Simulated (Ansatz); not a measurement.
# LiTa2 in the C11b ordering: lattice stability ahead of a resistivity run, part 2 of 3

The plan: relax LiTa2 in the C11b ordering, check its phonons, and, if the lattice is stable, compute its Eliashberg function and ρ(T).

Ansatz 0.2.0; DFT PBE, scalar-relativistic, plane waves, PAW.

So far. Step 2 (Rough relaxation): The largest force is now 0.0094 eV/Å and the largest stress component 0.31 GPa.

The structure was built from a prototype and need not be the compound's stable phase.

## Step 3: Relaxation

The structure is brought to rest under this functional.

File input.yaml:

```yaml
crystal:
  lattice:
    - [3.3722360201, 0.0, 1.6667e-06]
    - [0.0, 3.3722360201, 1.6667e-06]
    - [1.6861158517, 1.6861158517, 4.3668880765]
  atoms:
    - { symbol: Li, position: [0.0, 0.0, 0.0] }
    - { symbol: Ta, position: [0.6654636165, 0.6654636165, 0.6690727671] }
    - { symbol: Ta, position: [0.3345363835, 0.3345363835, 0.3309272329] }
kpoints:
  mp_grid: { grid: [10, 10, 10] }
hamiltonian:
  xc: pbe
scf:
  occupations: { method: gaussian, width: 0.1 }
output:
  forces: true
  stress: true
  eigenvalues: true
  write_density: true
  write_potential: true
  elf: true
  volumetric_format: npy
relax:
  adjacent_minimum: "off"
  f_tol: 0.005
  max_steps: 80
  cell: { stress_tol: 0.05 }
```

Started as:

```sh
> ansatz run input.yaml --threads 4 --pin off --max-ram 8192MiB --backend cpu --events-out ev --progress --plain --runs-dir out
```

Numbers of over 12 decimals in the logs are rounded to 6 here.

What it wrote:

```text
[the first part of the log is left out]
  E_vxc        = -420.192020  (∫ρ·V_xc dr)
  E_paw        = -16813.842733  (= ΣΔE_a)
  E_vpaw       = -237.689435  (= ΣTr[D̂ρ^β])
  E_aug_tail   = 0.000292  (compensation charges beyond the density's cutoff)
  E_ewald      = -2561.794770
  E_smearing   = -0.010429  (= −TS)
  E_closure    = 0.000000  (closes the sum)
  Σ components = -20067.880572   (vs F -20067.880572, Δ=0.00e0)
--- Forces (eV/Å), atoms counted from 1 ---
  atom   1  Li     0.00000000     0.00000000     0.00000000
  atom   2  Ta     0.00000000     0.00000000    -0.00260307
  atom   3  Ta    -0.00000000    -0.00000000     0.00260307
  max |Σ_I F_I| component: 8.67e-19 eV/Å
--- Stress (GPa, compression-positive) ---
        0.019826       0.000000      -0.000000
        0.000000       0.019826      -0.000000
       -0.000000      -0.000000       0.037913
  P = ⅓ Tr σ = 0.0259 GPa (0.259 kbar)
--- Band table (eV; the first three rows and the last of 102) ---
[...]
--- Relaxed structure (3 steps of the walk, 2 accepted, 1 SCFs on fresh bases) ---
[...]
cell:  # Å, volume = 49.6174 Å³
    - [3.365706, -4.110884236864318e-13, 1.663492707151525e-6]
    - [-4.110884236854995e-13, 3.365706, 1.6634927071496414e-6]
    - [1.682851, 1.682851, 4.380077]
  atoms:
    - { symbol: Li, position: [0, 0, 0] }
    - { symbol: Ta, position: [0.665102, 0.665102, 0.669795] }
    - { symbol: Ta, position: [0.334898, 0.334898, 0.330205] }
```

It took 5.3 s on 4 threads of Arm Neoverse V2, shared host; peak memory 0.41 GiB; 20 s of CPU time.

Relaxation path:

```csv
step,energy less that of the first step (eV),largest force component (eV/Å),pressure (GPa),volume (Å³)
1,0.0000,0.0353,0.02,49.66
2,0.0001,0.0569,-0.10,49.60
3,-0.0004,0.0026,0.03,49.62
4,-0.0004,0.0026,0.03,49.62
```

The log counts 1 steps on a newly chosen plane-wave basis, not all of them marked here; energy and pressure can jump at such steps. Relaxation step 2 was tried and not accepted.

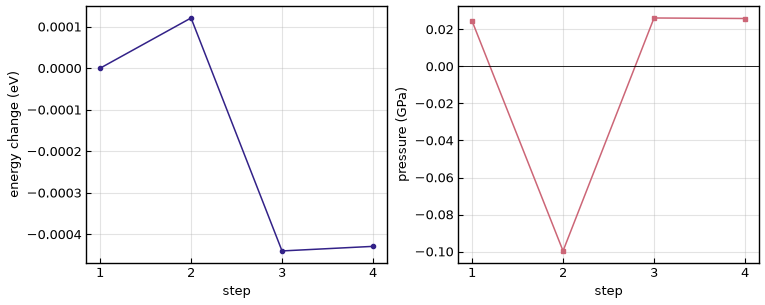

Energy and pressure along the relaxation.

```csv
"conventional cell, symmetrised",before,after,change
a (Å),3.372,3.366,-0.2 %
b (Å),3.372,3.366,-0.2 %
c (Å),8.734,8.760,+0.3 %
volume (Å³/atom),16.55,16.54,-0.1 %
```

Final coordinates:

```xyz
3
Lattice="3.3657 0.0000 0.0000 0.0000 3.3657 0.0000 1.6829 1.6829 4.3801" Properties=species:S:1:pos:R:3 pbc="T T T"
Li    0.0000    0.0000    0.0000
Ta    3.3657    3.3657    2.9338
Ta    1.6829    1.6829    1.4463
```

Numbers from this step:

| Quantity | Value |
| --- | --- |
| pressure | 0.02586 GPa |
| volume per atom | 16.54 Å³ |

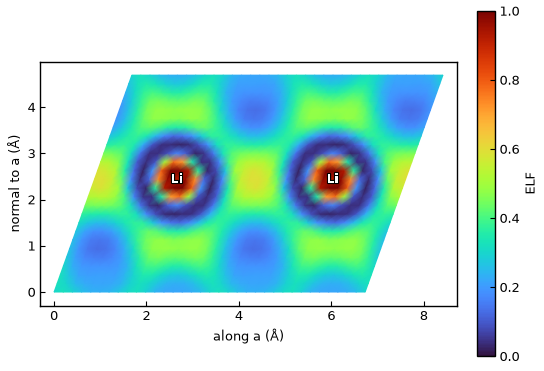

ELF in the ac plane of the cell as run, not the conventional one, at fractional y = 0.000, with atoms of Li within 0.2 Å of it. It is the smooth field of the valence electrons, not physical close to the nuclei. The map starts off the cell's origin, so that atoms lie inside it.

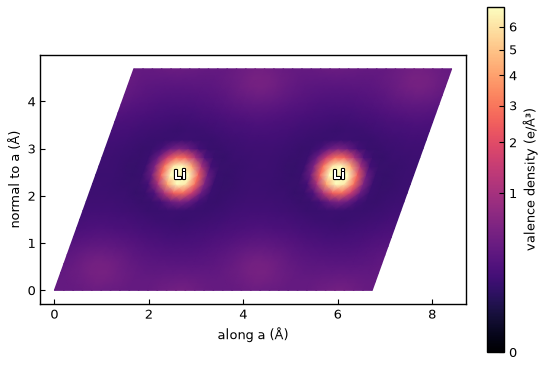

Valence density in the ac plane of the cell as run, not the conventional one, at fractional y = 0.000, with atoms of Li within 0.2 Å of it. It is the smooth field of the valence electrons, not physical close to the nuclei. The map starts off the cell's origin, so that atoms lie inside it. The colour scale is stretched toward low values.

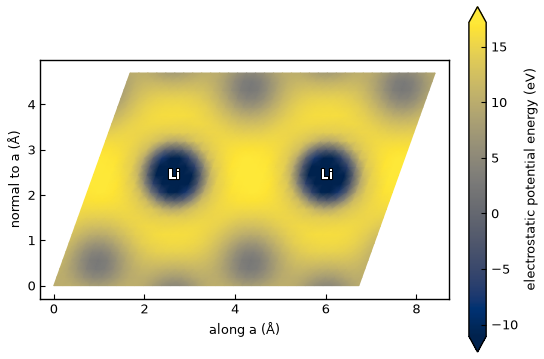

Electrostatic potential energy in the ac plane of the cell as run, not the conventional one, at fractional y = 0.000, with atoms of Li within 0.2 Å of it. With pseudopotentials it is smooth inside the atoms' cores, unlike the true potential. The map starts off the cell's origin, so that atoms lie inside it.

The largest force is now 0.0026 eV/Å and the largest stress component 0.038 GPa.

## Step 4: Relaxing tightly for phonons

Phonons are second derivatives about the minimum, so the remaining forces must be small: the thresholds are tightened.

File input.yaml:

```yaml
crystal:
  lattice:
    - [3.3657059988, 0.0, 1.6635e-06]
    - [0.0, 3.3657059988, 1.6635e-06]
    - [1.6828508345, 1.6828508345, 4.380076649]
  atoms:
    - { symbol: Li, position: [0.0, 0.0, 0.0] }
    - { symbol: Ta, position: [0.6651024325, 0.6651024325, 0.669795135] }
    - { symbol: Ta, position: [0.3348975675, 0.3348975675, 0.330204865] }
kpoints:
  mp_grid: { grid: [8, 8, 8] }
hamiltonian:
  xc: pbe
scf:
  occupations: { method: methfessel_paxton, width: 0.2 }
output:
  forces: true
  stress: true
  eigenvalues: true
relax:
  adjacent_minimum: "off"
  f_tol: 0.001
  max_steps: 60
  cell: { stress_tol: 0.01 }
```

What it wrote:

```text
[the first part of the log is left out]
  E_vxc        = -420.217383  (∫ρ·V_xc dr)
  E_paw        = -16813.840420  (= ΣΔE_a)
  E_vpaw       = -237.689920  (= ΣTr[D̂ρ^β])
  E_aug_tail   = 0.000291  (compensation charges beyond the density's cutoff)
  E_ewald      = -2564.692121
  E_smearing   = 0.001060  (= −TS)
  E_closure    = 0.000000  (closes the sum)
  Σ components = -20067.876186   (vs F -20067.876186, Δ=0.00e0)
--- Forces (eV/Å), atoms counted from 1 ---
  atom   1  Li     0.00000000     0.00000000     0.00000000
[...]
-0.000000      -0.000000       0.001263
  P = ⅓ Tr σ = 0.0010 GPa (0.010 kbar)
--- Band table (eV; the first three rows and the last of 59) ---
[...]
--- Relaxed structure (5 steps of the walk, 4 accepted, 2 SCFs on fresh bases) ---
[...]
cell:  # Å, volume = 49.5183 Å³
    - [3.363495, -4.108314897838911e-13, 1.6624257544857505e-6]
    - [-4.108314897838503e-13, 3.363495, 1.662425754485668e-6]
    - [1.681745, 1.681745, 4.377081]
  atoms:
    - { symbol: Li, position: [0, 0, 0] }
    - { symbol: Ta, position: [0.664589, 0.664589, 0.670822] }
    - { symbol: Ta, position: [0.335411, 0.335411, 0.329178] }
```

Run time: 5.3 s. Hardware: 4 threads; peak memory 0.38 GiB; 19 s of CPU time.

Little changed from the start: no atom moved by 0.005 Å and no cell edge by 0.1 %.

Numbers from this step:

- pressure: 9.67e-4 GPa
- volume per atom: 16.51 Å³

The largest force is now 1.5e-5 eV/Å and the largest stress component 0.0013 GPa, small enough for phonons.

## Step 5: Phonons by linear response: q 2×2×2, k 6×6×6

Before any scattering is computed, the phonons show whether the structure is a minimum.

File input.yaml:

```yaml
crystal:
  lattice:
    - [3.3634950796, 0.0, 1.6624e-06]
    - [0.0, 3.3634950796, 1.6624e-06]
    - [1.6817453764, 1.6817453764, 4.3770805045]
  atoms:
    - { symbol: Li, position: [0.0, 0.0, 0.0] }
    - { symbol: Ta, position: [0.6645889671, 0.6645889671, 0.6708220658] }
    - { symbol: Ta, position: [0.3354110329, 0.3354110329, 0.3291779342] }
kpoints:
  mp_grid: { grid: [6, 6, 6] }
hamiltonian:
  xc: pbe
scf:
  occupations: { method: methfessel_paxton, width: 0.2 }
output:
  eigenvalues: true
phonons:
  method: dfpt
  qmesh: [2, 2, 2]
  temperatures: { t_max: 1000, t_step: 50 }
  qpath:
    path:
      - [[0.0, 0.0, 0.0], [0.5, 0.5, 0.5], [0.5, 0.5, 0.75], [0.5, 0.0, 0.5], [0.0, 0.0, 0.0], [0.0, 0.0, 0.5], [0.4261887, 0.0, 0.71309435]]
      - [[0.5738113, 0.0, 0.28690565], [0.0, 0.0, 0.0]]
      - [[0.5, 0.5, 0.5], [0.5738113, 0.4261887, 0.5]]
      - [[0.4261887, 0.4261887, 0.9261887], [0.0, 0.0, 0.5]]
    npoints: 10
```

What it wrote:

```text
[...]
Crystal: 3 atoms, lattice volume = 49.518 Å³
Basis set: ecut = 420 eV, 987 PW (Γ), exchange–correlation on 72×72×72 points (8 copies of the dense FFT grid, shifted against one another)
Bands: 19, of which v1, the nominal top of the filled ones, is band 15 counted from 1 (14 counted from 0)
Symmetry: 16 space group operations
k-points: 30 of 216
[...]
SCF iter   1: F=—  HF=-20067.870255 eV  |F-HF|=—  |Δ(HF+E_count)|=         —  Δρ=5.43e-3  dr2=1.87e-2  ethr=1.77e-3  ⟨swp⟩=5.0  Hψ=2518  notcnv=0
[...]
SCF iter   9: F=-20067.866501 eV  HF=-20067.866501 eV  |F-HF|=0.00e0  |Δ(HF+E_count)|=  3.64e-12  S|Δr|=    0.00e0  Δρ=2.99e-8  dr2=3.49e-13  ethr=1.00e-12  ⟨swp⟩=5.1  Hψ=2166  notcnv=0
SCF 1 converged in 9 iterations: F = -20067.866501 eV  dr2 = 3.49e-13
[...]
phonons: the bands overlap, so this run is a metal and interpolates without the dipole-dipole term. If the crystal is really an insulator or semiconductor, its LO-TO splitting is missing
NSCF: frozen V_eff on 30 k-points
[...]
DFPT response loops at q = (0, 0, 0) (fractional): preconditioner auto → Kerker (q_TF=auto, 2.496 Å⁻¹) (partly filled bands, converged f_vac=0.000); β = 1.00, the filter's whole step (`scf.mixing.beta` (0.50) is not read by the response loops under this deck's `scf.mixing.preconditioner`; to damp them name `kerker` or `kerker_dos`, under which they read `scf.mixing.beta`, and type it under 1.00, their step now; both keys bind the ground state too); Broyden in place of MSR1
[...]
SCF converged after 9 iterations
Stability not checked: this state was not tested for a lower state beside it, because cold or Methfessel-Paxton smearing, or corrected tetrahedra, fill the levels in a way that the test cannot read (fill_not_monotonic; see scf.lower_state_search)
Free energy (F): -20067.866501 eV
[...]
Internal energy: -20067.863779 eV  (E = F + TS)
E sigma→0 (E₀):  -20067.865821 eV
Entropy (-TS):   -0.002722 eV (-0.907 meV/atom)
Fermi energy:    14.177134 eV
[...]
--- Band table (eV; the first three rows and the last of 30) ---
  k-point 0: bands = [... 11 lower, 11.6452, 14.1527, 15.1127, 15.2804, 15.5207, 15.5207, 15.7872, 15.7872]
  k-point 1: bands = [... 11 lower, 11.5210, 13.7009, 14.9813, 14.9813, 15.3285, 15.4029, 16.5474, 16.5474]
  k-point 2: bands = [... 11 lower, 11.3091, 12.7095, 14.5691, 14.5691, 15.4310, 15.9852, 17.5993, 17.5993]
  k-point 29: bands = [... 11 lower, 12.2645, 12.4125, 13.7610, 14.3576, 15.2115, 17.7376, 18.5954, 18.6790]
--- Phonons (Γ-DFPT): 4 representative perturbations + reference (Σ response iterations 12) ---
  ASR residual: 1.014e-5 → 0.000e0 eV/Å²; symmetrization residual: 1.908e-4 eV/Å²
  ASR residual per site (eV/Å²): 3.67e-6 1.01e-5 1.01e-5
  Γ frequencies (cm⁻¹): 0.00 0.00 0.00 131.23 131.23 154.24 436.53 473.51 473.51
--- Phonons (arbitrary-q DFPT): 4 irreducible q on the 2×2×2 mesh ---
  q = [0.0000, 0.0000, 0.0000] (star 1, of the zone-centre solve; hermiticity 2.10e-5, symmetrization 1.05e-5): -0.00 -0.00 -0.00 131.23 131.23 154.24 436.53 473.51 473.51
  q = [0.0000, 0.0000, -0.5000] (star 1, 4 solved perturbations in 228 linear systems a pass and spin channel, the states on 112 of 216 k-point pairs; hermiticity 1.17e-4, symmetrization 5.84e-5): 67.06 67.06 101.62 109.43 109.43 166.82 442.48 462.25 462.25
  q = [0.0000, -0.5000, 0.0000] (star 4, 6 solved perturbations on 68 of 216 k-point pairs; hermiticity 2.73e-4, symmetrization 9.10e-6): 73.51 96.68 96.97 109.99 113.08 137.10 435.83 457.12 472.41
[...]
sum rule: each row above includes the acoustic sum rule's correction from the zone centre's row sums; it moved no ω² by more than (0.38 cm⁻¹)²
  mesh force constants: q→R imaginary residual 1.03e-17; ASR residual 1.014e-5 → 0.000e0 eV/Å²; symmetrization residual 3.553e-15 eV/Å²
  interpolated dispersion: 94 rows × 9 modes
  density of states and harmonic sums: on the 20×20×14 q-mesh, interpolated from the force constants of a 2×2×2 supercell (no non-analytic term)
  largest difference from the sums on the solved wave vectors: F 1.44e-1 eV, S 1.89e-4 and C_V 4.58e-5 eV/K
  zero-point energy: 0.120720 eV/cell   skipped modes (ω ≤ 0): 142, of them read as no rigid motion or as one in doubt: 139 (9.893e-2 modes/cell left out, lowest -57.43 cm⁻¹)   left out of the sums: 1.11e-2 of the cell's modes: C_V's classical limit lies that fraction below 3 k_B per atom; for a crystal, a wire or a layer, F and S can be off by more, and a phonons.interpolated_qmesh denser along its periods is the remedy for the sampling
```

Wall time 26 s (4 threads); peak memory 0.6 GiB.

The column dr2 measures how far the density is from self-consistency, as an energy; F and HF (Harris–Foulkes) agree once it is small.

This step gave:

- share of imaginary modes in the plain interpolation between solved wavevectors: 0.0113
- highest frequency, solved or plainly interpolated: 474.9 cm⁻¹

Solved on the 2×2×2 mesh alone; all other wavevectors are interpolated. The phonon branches at the labelled points (cm⁻¹):

```csv
point,branch 1,branch 2,branch 3,branch 4,branch 5,branch 6,branch 7,branch 8,branch 9
Γ,0,0,0,131,131,154,436,474,474
X,-57,70,72,102,120,136,447,454,462
P,-24,-24,96,96,120,135,447,458,458
N,74,97,97,110,113,137,436,457,472
Γ,0,0,0,131,131,154,436,474,474
M,67,67,102,109,109,167,442,462,462
S,80,86,91,116,131,132,437,456,470
jump to S0,80,86,91,116,131,132,437,456,470
Γ,0,0,0,131,131,154,436,474,474
jump to X,-57,70,72,102,120,136,447,454,462
R,-35,71,78,99,123,132,446,455,462
jump to G,-35,71,78,99,123,132,446,455,462
M,67,67,102,109,109,167,442,462,462
```

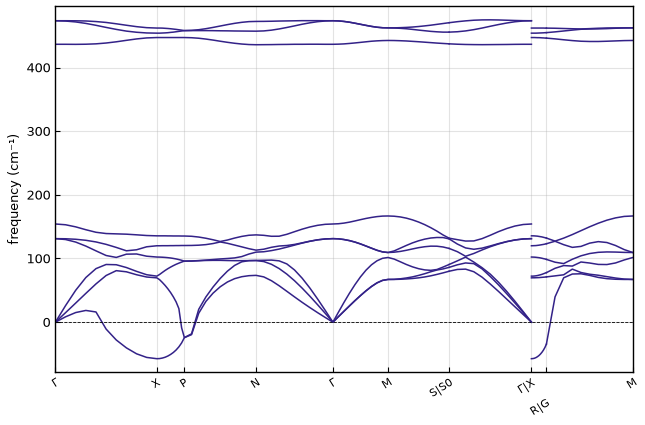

Phonon branches along the path.

Lowest modes at the softest wavevector of the mesh. Modes at q = (0.500, 0.500, 0.500), with each element's share of the kinetic energy (negative means imaginary):

```csv
mode,frequency (cm⁻¹),Li %,Ta %
1,-57.4,3,97
2,69.6,0,100
3,72.3,2,98
4,102.3,0,100
5,120.0,0,100
6,135.6,0,100
```

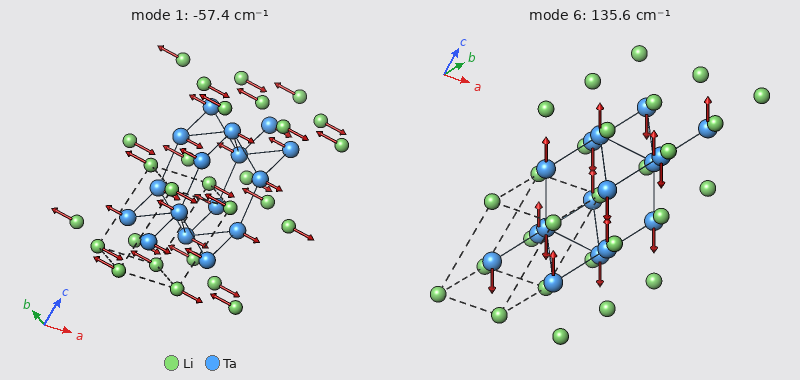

Displacement patterns of modes 1 and 6 at q = (0.500, 0.500, 0.500); arrows are exaggerated. 2×2×2 cells are drawn. The axes are those of the cell as run, not the conventional ones. Some periodic images of atoms are drawn too.

Among the solved wavevectors the lowest mode, translations apart, is -57.4 cm⁻¹, imaginary.

[end of part 2 of 3]

[Logs are printed without paths, hosts, clocks, repeated set-up lines and the standing remarks that a program may print on its own settings, such as how far it seeks lower states.]

[Hosts, paths, dates, database ids (printed as entryN), source tags and the programs' standing remarks are cut or masked in the printed files.]
